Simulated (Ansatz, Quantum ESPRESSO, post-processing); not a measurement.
# Zr2CO2 MXene, 1 layer in a field-effect set-up, part 4 of 8

How rigid are the bands of Zr2CO2 MXene, 1 layer under field-effect doping?

Quantum ESPRESSO 7.5; plane-wave DFT, LDA, GBRV ultrasoft pseudopotentials; geometry by Ansatz 0.2.0 with PAW datasets.

So far. Step 3 (SCF with pw.x: neutral sheet, no gate): The run needed 24 iterations to bring the estimated error under 1e-07 Ry. Step 6 (Bands along a path: neutral sheet, no gate): Along this path the valence top lies at Γ and the conduction bottom at M.

### Step 7. Ground state: charge -0.0375 e against a gate

gate = .true. adds a charged plate at zgate that balances tot_charge; a barrier (block_1 to block_2, block_height) keeps the electrons off it, and dipfield leaves the far side free of field. Negative tot_charge adds electrons. The total energies that the log prints beside a gate are not used here.

g1.in

```
&control
  prefix = 'g1'
  outdir = './out'
  pseudo_dir = './pseudo'
  calculation = 'scf'
  tprnfor = .true.
  tefield = .true.
  dipfield = .true.
  gate = .true.
/
&system
  ibrav = 0
  nat = 5
  ntyp = 3
  ecutwfc = 40
  ecutrho = 200
  occupations = 'smearing'
  smearing = 'fd'
  degauss = 0.004
  edir = 3
  emaxpos = 0.20319
  eopreg = 0.01
  eamp = 0.0
  zgate = 0.21519
  block = .true.
  block_1 = 0.140986
  block_2 = 0.289393
  block_height = 2.0
  tot_charge = -0.0375
  nbnd = 26
/
&electrons
  conv_thr = 1e-07
  mixing_beta = 0.4
  electron_maxstep = 120
  mixing_mode = 'local-TF'
  startingpot = 'file'
/
ATOMIC_SPECIES
  O   15.9990  o_lda_v1.2.uspp.F.UPF
  Zr  91.2240  zr_lda_v1.uspp.F.UPF
  C   12.0110  c_lda_v1.2.uspp.F.UPF
CELL_PARAMETERS angstrom
  3.30646442790344 0.00000000000000 0.00000000000000
  -1.65323221395172 2.86348219127396 -0.00000000000000
  0.00000000000000 -0.00000000000000 26.95294679560000
ATOMIC_POSITIONS crystal
  O   0.333333333333 0.666666666667 0.414028247338
  Zr  0.666666666667 0.333333333333 0.448126982311
  C   -0.000000000000 -0.000000000000 0.499999872189
  Zr  0.333333333333 0.666666666667 0.551873119833
  O   0.666666666667 0.333333333333 0.585971778329
K_POINTS automatic
  12 12 1 0 0 0
```

Command:

```sh
$ cp -r out/g0.save out/g1.save
$ OMP_NUM_THREADS=1 mpirun -n 4 pw.x -nk 4 -in g1.in > g1.out
```

The program printed:

```text
[banner, memory and clock lines left out]
Program PWSCF v.7.5 starts
[citation notice left out]

[...]
Message from routine setup:
[...]
bravais-lattice index     =            0
     lattice parameter (alat)  =       6.2483  a.u.
     unit-cell volume          =    1722.1112 (a.u.)^3
     number of atoms/cell      =            5
     number of atomic types    =            3
     number of electrons       =        40.04
     number of Kohn-Sham states=           26
     kinetic-energy cutoff     =      40.0000  Ry
     charge density cutoff     =     200.0000  Ry
     scf convergence threshold =      1.0E-07
     mixing beta               =       0.4000
     number of iterations used =            8  local-TF  mixing
     Exchange-correlation= SLA  PZ   NOGX NOGC
                           (   1   1   0   0   0   0   0)

[...]
PseudoPot. # 1 for O  read from file:
     ./pseudo/o_lda_v1.2.uspp.F.UPF
     Pseudo is Ultrasoft + core correction, Zval =  6.0
     Generated by new atomic code, or converted to UPF format
     Using radial grid of  737 points,  5 beta functions with:
                l(1) =   0
                l(2) =   0
                l(3) =   1
                l(4) =   1
                l(5) =   2
     Q(r) pseudized with  8 coefficients,  rinner =    0.900   0.900   0.900
                                                       0.900   0.900

     PseudoPot. # 2 for Zr read from file:
     ./pseudo/zr_lda_v1.uspp.F.UPF
     Pseudo is Ultrasoft + core correction, Zval = 12.0
     Generated by new atomic code, or converted to UPF format
     Using radial grid of  887 points,  6 beta functions with:
                l(1) =   0
                l(2) =   0
                l(3) =   1
                l(4) =   1
                l(5) =   2
                l(6) =   2
     Q(r) pseudized with  6 coefficients,  rinner =    1.200   1.200   1.200
                                                       1.200   1.200

     PseudoPot. # 3 for C  read from file:
     ./pseudo/c_lda_v1.2.uspp.F.UPF
     Pseudo is Ultrasoft + core correction, Zval =  4.0
     Generated by new atomic code, or converted to UPF format
     Using radial grid of  721 points,  4 beta functions with:
                l(1) =   0
                l(2) =   0
                l(3) =   1
                l(4) =   1
     Q(r) pseudized with  8 coefficients,  rinner =    1.100   1.100   1.100

     atomic species   valence    mass     pseudopotential
     O                 6.00    15.99900     O ( 1.00)
     Zr               12.00    91.22400     Zr( 1.00)
     C                 4.00    12.01100     C ( 1.00)

      6 Sym. Ops. (no inversion) found

                                    s                        frac. trans.

      isym =  1     identity

 cryst.   s( 1) = (     1          0          0      )
                  (     0          1          0      )
                  (     0          0          1      )

 cart.    s( 1) = (  1.0000000  0.0000000  0.0000000 )
                  (  0.0000000  1.0000000  0.0000000 )
                  (  0.0000000  0.0000000  1.0000000 )

      isym =  2     120 deg rotation - cryst. axis [0,0,1]

 cryst.   s( 2) = (     0          1          0      )
                  (    -1         -1          0      )
                  (     0          0          1      )

 cart.    s( 2) = ( -0.5000000 -0.8660254  0.0000000 )
                  (  0.8660254 -0.5000000  0.0000000 )
                  (  0.0000000  0.0000000  1.0000000 )

      isym =  3     120 deg rotation - cryst. axis [0,0,-1]

 cryst.   s( 3) = (    -1         -1          0      )
                  (     1          0          0      )
                  (     0          0          1      )

 cart.    s( 3) = ( -0.5000000  0.8660254  0.0000000 )
                  ( -0.8660254 -0.5000000  0.0000000 )
                  (  0.0000000  0.0000000  1.0000000 )

      isym =  4     inv. 180 deg rotation - cart. axis [1,0,0]

 cryst.   s( 4) = (    -1          0          0      )
                  (     1          1          0      )
                  (     0          0          1      )

 cart.    s( 4) = ( -1.0000000  0.0000000  0.0000000 )
                  (  0.0000000  1.0000000  0.0000000 )
                  (  0.0000000  0.0000000  1.0000000 )

      isym =  5     inv. 180 deg rotation - cryst. axis [0,1,0]

 cryst.   s( 5) = (     1          1          0      )
                  (     0         -1          0      )
                  (     0          0          1      )

 cart.    s( 5) = (  0.5000000  0.8660254  0.0000000 )
                  (  0.8660254 -0.5000000  0.0000000 )
                  (  0.0000000  0.0000000  1.0000000 )

      isym =  6     inv. 180 deg rotation - cryst. axis [1,1,0]

 cryst.   s( 6) = (     0         -1          0      )
                  (    -1          0          0      )
                  (     0          0          1      )

 cart.    s( 6) = (  0.5000000 -0.8660254  0.0000000 )
                  ( -0.8660254 -0.5000000  0.0000000 )
                  (  0.0000000  0.0000000  1.0000000 )

[...]
number of k points=    19  Fermi-Dirac smearing, width (Ry)=  0.0040
[...]
Dense  grid:    82111 G-vectors     FFT dimensions: (  30,  30, 240)

     Smooth grid:    59053 G-vectors     FFT dimensions: (  25,  25, 216)

     Dynamical RAM for                 wfc:       2.92 MB

     Dynamical RAM for     wfc (w. buffer):      17.51 MB

     Dynamical RAM for           str. fact:       3.76 MB

     Dynamical RAM for           local pot:       0.00 MB

     Dynamical RAM for          nlocal pot:       7.86 MB

     Dynamical RAM for                qrad:       3.41 MB

     Dynamical RAM for          rho,v,vnew:       8.70 MB

     Dynamical RAM for               rhoin:       2.90 MB

     Dynamical RAM for            rho*nmix:      20.05 MB

     Dynamical RAM for           G-vectors:       5.15 MB

     Dynamical RAM for          h,s,v(r/c):       0.12 MB

     Dynamical RAM for          <psi|beta>:       0.03 MB

     Dynamical RAM for                 psi:       5.84 MB

     Dynamical RAM for                hpsi:       5.84 MB

     Dynamical RAM for                spsi:       5.84 MB

     Dynamical RAM for      wfcinit/wfcrot:       5.85 MB

     Dynamical RAM for           addusdens:      59.82 MB

     Dynamical RAM for          addusforce:      60.15 MB

[...]
Dipole               -0.3453 Ry au,         -0.8777 Debye
[...]
total energy              =    -279.96945283 Ry
     estimated scf accuracy    <       0.00000100 Ry

     iteration # 15     ecut=    40.00 Ry     beta= 0.40
[...]
---- Real-time Memory Report at c_bands before calling an iterative solver
           212 MiB given to the printing process from OS
           133 MiB allocation reported by mallinfo(arena+hblkhd)
[...]
------------------
[...]
negative rho (up, down):  1.253E-01 0.000E+00

[...]
Dipole               -0.3451 Ry au,         -0.8773 Debye
[...]
total energy              =    -279.96945286 Ry
     estimated scf accuracy    <       0.00000047 Ry

     iteration # 16     ecut=    40.00 Ry     beta= 0.40
[...]
---- Real-time Memory Report at c_bands before calling an iterative solver
           212 MiB given to the printing process from OS
           133 MiB allocation reported by mallinfo(arena+hblkhd)
[...]
------------------
[...]
negative rho (up, down):  1.253E-01 0.000E+00

[...]
Dipole               -0.3452 Ry au,         -0.8773 Debye
[...]
total energy              =    -279.96945287 Ry
     estimated scf accuracy    <       0.00000012 Ry

     iteration # 17     ecut=    40.00 Ry     beta= 0.40
[...]
---- Real-time Memory Report at c_bands before calling an iterative solver
           212 MiB given to the printing process from OS
           133 MiB allocation reported by mallinfo(arena+hblkhd)
[...]
------------------
[...]
negative rho (up, down):  1.252E-01 0.000E+00

[...]
Dipole               -0.3459 Ry au,         -0.8792 Debye
[...]
End of self-consistent calculation

          k = 0.0000 0.0000 0.0000 (  7375 PWs)   bands (ev):

   -49.4913 -49.4231 -27.9003 -27.5520 -27.3091 -27.3091 -27.2449 -27.2449
   -18.7664 -18.5939 -10.2892  -6.1062  -5.8280  -5.8280  -5.4910  -5.4910
    -5.0764  -2.0703  -0.8473  -0.8473   0.9218   0.9218   1.3818   2.3207
     2.3207   3.1450

     occupation numbers
     1.0000   1.0000   1.0000   1.0000   1.0000   1.0000   1.0000   1.0000
     1.0000   1.0000   1.0000   1.0000   1.0000   1.0000   1.0000   1.0000
     1.0000   1.0000   1.0000   1.0000   0.0000   0.0000   0.0000   0.0000
     0.0000   0.0000

          k = 0.0000 0.0962 0.0000 (  7377 PWs)   bands (ev):

   -49.4856 -49.4180 -27.8826 -27.5653 -27.3596 -27.3218 -27.3036 -27.2549
   -18.7229 -18.5564 -10.2998  -6.0691  -5.8051  -5.7613  -5.5403  -5.4406
    -4.9604  -1.9382  -1.3933  -1.1103   0.9236   1.2466   1.4632   2.3608
     2.4948   3.1028

     occupation numbers
     1.0000   1.0000   1.0000   1.0000   1.0000   1.0000   1.0000   1.0000
     1.0000   1.0000   1.0000   1.0000   1.0000   1.0000   1.0000   1.0000
     1.0000   1.0000   1.0000   1.0000   0.0000   0.0000   0.0000   0.0000
     0.0000   0.0000

[...]
the Fermi energy is     0.0179 ev

!    total energy              =    -279.96945284 Ry
     estimated scf accuracy    <       0.00000005 Ry
     smearing contrib. (-TS)   =      -0.00035343 Ry
     internal energy E=F+TS    =    -279.96909941 Ry

     The total energy is F=E-TS. E is the sum of the following terms:
     one-electron contribution =   -3099.89732423 Ry
     hartree contribution      =    1552.97151451 Ry
     xc contribution           =     -53.42144321 Ry
     ewald contribution        =    1326.04801765 Ry
     electric field correction =       0.00087307 Ry
     gate field correction     =      -5.67073721 Ry

     convergence has been achieved in  17 iterations

     negative rho (up, down):  1.252E-01 0.000E+00

     Forces acting on atoms (cartesian axes, Ry/au):

     atom    1 type  1   force =     0.00000000    0.00000000    0.01068961
     atom    2 type  2   force =     0.00000000   -0.00000000    0.01479238
     atom    3 type  3   force =     0.00000000    0.00000000   -0.00428122
     atom    4 type  2   force =     0.00000000   -0.00000000    0.00093113
     atom    5 type  1   force =     0.00000000    0.00000000   -0.02213189
     The non-local contrib.  to forces
     atom    1 type  1   force =     0.00000000   -0.00000000    0.59183694
     atom    2 type  2   force =     0.00000000    0.00000000    0.07830910
     atom    3 type  3   force =     0.00000000    0.00000000   -0.00721068
     atom    4 type  2   force =     0.00000000    0.00000000   -0.07633393
     atom    5 type  1   force =     0.00000000   -0.00000000   -0.64884052
     The ionic contribution  to forces
     atom    1 type  1   force =     0.00000000   -0.00000000  -52.76369270
     atom    2 type  2   force =    -0.00000000    0.00000000  -58.06352106
     atom    3 type  3   force =     0.00000000    0.00000000   -0.00002411
     atom    4 type  2   force =     0.00000000   -0.00000000   58.06356617
     atom    5 type  1   force =    -0.00000000    0.00000000   52.76367171
     The local contribution  to forces
     atom    1 type  1   force =     0.00000000   -0.00000000   52.10333540
     atom    2 type  2   force =    -0.00000000    0.00000000   57.85863057
     atom    3 type  3   force =     0.00000000   -0.00000000   -0.04114895
     atom    4 type  2   force =     0.00000000   -0.00000000  -58.10853159
     atom    5 type  1   force =    -0.00000000    0.00000000  -52.19050014
     The core correction contribution to forces
     atom    1 type  1   force =     0.00000000   -0.00000000   -0.00157764
     atom    2 type  2   force =     0.00000000   -0.00000000   -0.00848490
     atom    3 type  3   force =    -0.00000000   -0.00000000    0.00005101
     atom    4 type  2   force =    -0.00000000    0.00000000    0.00805135
     atom    5 type  1   force =    -0.00000000    0.00000000    0.00194788
     The Hubbard contrib.    to forces
     atom    1 type  1   force =     0.00000000    0.00000000    0.00000000
     atom    2 type  2   force =     0.00000000    0.00000000    0.00000000
     atom    3 type  3   force =     0.00000000    0.00000000    0.00000000
     atom    4 type  2   force =     0.00000000    0.00000000    0.00000000
     atom    5 type  1   force =     0.00000000    0.00000000    0.00000000
     The SCF correction term to forces
     atom    1 type  1   force =    -0.00000000   -0.00000000    0.00005465
     atom    2 type  2   force =    -0.00000000    0.00000000   -0.00012626
     atom    3 type  3   force =     0.00000000    0.00000000   -0.00020962
     atom    4 type  2   force =     0.00000000   -0.00000000   -0.00110270
     atom    5 type  1   force =     0.00000000    0.00000000   -0.00038622

     Gate contribution to forces:
     atom    1 type  1   force =    -0.00000000    0.00000000    0.05036932
     atom    2 type  2   force =    -0.00000000    0.00000000    0.08933262
     atom    3 type  3   force =    -0.00000000    0.00000000    0.02399371
     atom    4 type  2   force =    -0.00000000    0.00000000    0.05462952
     atom    5 type  1   force =    -0.00000000    0.00000000    0.02161176

     Total force =     0.029019     Total SCF correction =     0.001195

[...]
```

The job ended after 33 s (4 MPI ranks of Arm Neoverse V2, shared host; peak memory 0.55 GiB; 2.2 min of CPU time).

Numbers from this step:

```
Fermi energy : 0.0179 eV
```

The program's own clock; routines nest. Time by routine:

```csv
routine,wall time (s),calls
PWSCF,32.46,1
electrons,30.92,1
c_bands,19.31,17
cegterg,17.9,85
h_psi,13.06,411
fftw,11.02,13978
vloc_psi,10.44,411
mix_rho,5.45,17
sum_band,4.39,17
ffts,2.99,2003
sum_band:loo,2.64,17
calbec,1.82,516
addusdens,1.56,17
newd,1.54,18
```

The run needed 17 iterations to bring the estimated error under 1e-07 Ry.

### Step 8. Valence density

g1.rho.in

```
&inputpp
  prefix = 'g1'
  outdir = './out'
  filplot = 'g1.rho.dat'
  plot_num = 0
/
```

Command:

```sh
$ OMP_NUM_THREADS=1 mpirun -n 4 pp.x -in g1.rho.in > g1.rho.out
```

Wall time 0.95 s (4 MPI ranks); peak memory 0.11 GiB.

Read from the output:

| Item | Value |
| --- | --- |
| electrons by integration | 40.04 e |

The density integrates to 40.038 electrons, as the 40.04 of the input ask.

### Step 9. Potential by pp.x

The potential should show the barrier, the kink at the plate, the step of the dipole correction and a flat far side.

g1.pot.in

```
&inputpp
  prefix = 'g1'
  outdir = './out'
  filplot = 'g1.pot.dat'
  plot_num = 11
/
```

Command:

```sh
$ OMP_NUM_THREADS=1 mpirun -n 4 pp.x -in g1.pot.in > g1.pot.out
```

The program printed:

```text
[banner, memory and clock lines left out]
Program POST-PROC v.7.5 starts
[citation notice left out]

[...]
./out/g1.save/

[...]
negative rho (up, down):  1.252E-01 0.000E+00

     Adding external electric field

     Computed dipole along edir(3) :
        Dipole               -0.3459 Ry au,         -0.8792 Debye
        Dipole field         -0.0025 Ry au,

        Potential amp.        0.2545 Ry
        Total length         50.4244 bohr

     Calling punch_plot, plot_num =  11

     Adding external electric field

     Computed dipole along edir(3) :
        Dipole               -0.3459 Ry au,         -0.8792 Debye
        Dipole field         -0.0025 Ry au,

        Potential amp.        0.2545 Ry
        Total length         50.4244 bohr

     Writing data to file  g1.pot.dat
     Message from routine chdens:
     namelist plot not found or invalid, exiting
```

Elapsed: 0.95 s, on 4 MPI ranks; peak memory 0.11 GiB.

Electrostatic potential energy of an electron, with the sawtooth; zero at the Fermi level. The potential energy, planar mean by z:

```csv
z (Å),"potential energy, planar mean (eV)"
0,4.88
2,4.88
4,25.1
6,28.7
8,2.96
10,3.89
12,-25.5
14,-5.41
16,-6.18
18,4.86
20,4.88
22,4.88
24,4.88
26,4.88
```

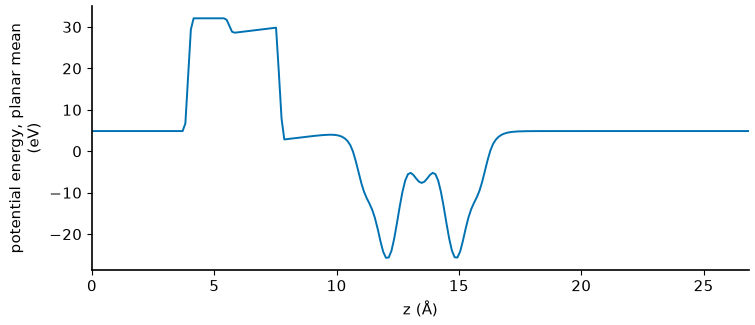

Potential energy, planar mean, plotted against z.

### Step 10. Induced charge

The planar mean oscillates, so the rows of the table below give means over windows of 2 Å about each position, cut where the curve ends. Its maxima inside the range that stand out by 2 % of the span (Å: e/Å³): 10.4: 0.00253, 11.3: 0.00135, 12.8: 4.0e-4, 14.9: 8.9e-5, 15.5: 6.8e-5, 16.2: 1.4e-4. Its minima: 11.1: 0.00105, 11.9: 1.4e-5, 14.4: -1.8e-4, 15.3: -4.3e-6, 15.8: -8.4e-5.

The planar mean by z; means over each step:

```csv
z (Å),planar mean (e/Å³)
6,-1.9e-7
8,3.9e-5
10,0.00141
12,4.6e-4
14,2.8e-5
16,3.7e-5
18,1.0e-6
20,-1.9e-8
```

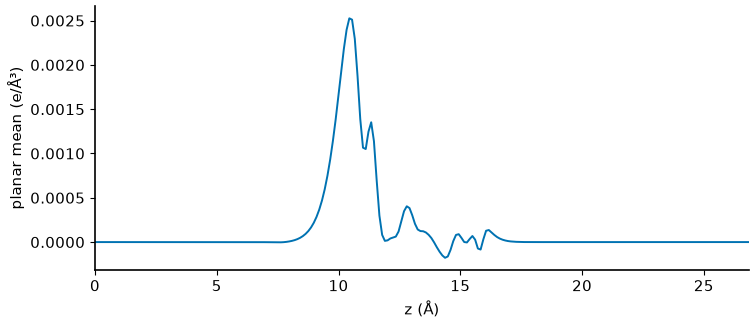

Planar mean, plotted against z.

Table of running integral, electrons below z by z:

```csv
z (Å),"running integral, electrons below z (e/Å²)"
5.0,0
7.5,-1.6e-6
10.0,9.5e-4
12.5,0.00368
15.0,0.00389
17.5,0.00396
20.0,0.00396
22.5,0.00396
25.0,0.00396
```

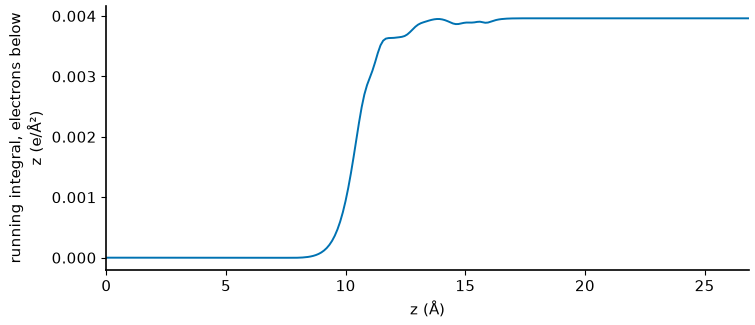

Running integral, electrons below z, plotted against z.

[end of part 4 of 8]

[Logs are printed without paths, hosts, clocks, repeated set-up lines and the standing remarks that a program may print on its own settings, such as how far it seeks lower states.]

[Hosts, paths, dates, database ids (printed as entryN), source tags and the programs' standing remarks are cut or masked in the printed files.]

[Maps of the electrostatic potential energy from Ansatz leave out the sawtooth potential of an applied field or a dipole correction, so their vacuum need not be flat; planar profiles and work functions include it.]
